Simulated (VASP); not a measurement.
Band structure of YC (relaxed from the rock salt structure, space group Fm-3m). Calculation: PBEsol GGA, VASP's PBE PAW potentials (set 64) (plane waves; VASP).

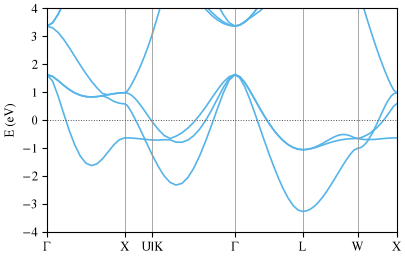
Figure: Bands along high-symmetry lines, zero at the valence-band maximum or, without a gap, the Fermi level

Q: Read the plot: is there a gap, and where are the band edges?

A: It has no gap at this level: it comes out as a metal or semimetal. (Edges off the drawn lines would not show.)

The structure was generated: YC was put into the rock salt type (Fm-3m), which need not be its known phase. It was relaxed first, which changed the volume by -33 %. The electron count is odd and the run is not spin-polarised, which forces a metal.
